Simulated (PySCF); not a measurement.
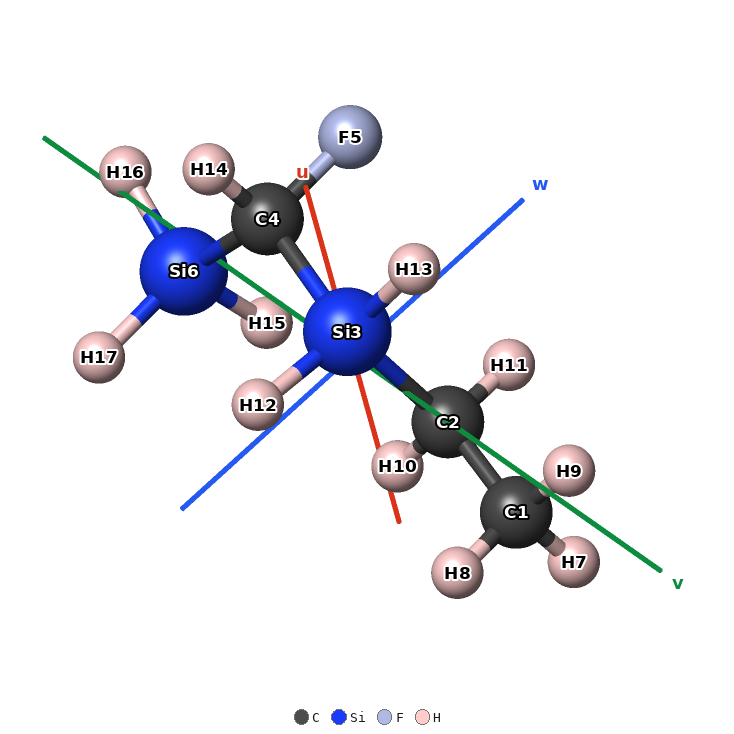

The lines u, v and w are the principal axes of the static dipole polarisability. Computed geometry: GFN2-xTB optimisation. No frequency run is at hand to confirm it as a minimum. Method: B3LYP/def2-SVPD (PySCF 2.14.0).

Question: Along which axis is the molecule most polarisable, and along which least?

Answer: Most along v (close to the long direction C1···Si6), least along w (nearly parallel to the C4–F5 bond).

Question: Give the three principal values.

Answer: u 88.5, v 108.5, w 82.0 bohr³; mean 93.0, anisotropy 23.9 bohr³.

The geometry is semi-empirical. Around Si such bond lengths and angles can be off by a tenth of an ångström or more and by several degrees, and values that hang on the shape move with them.
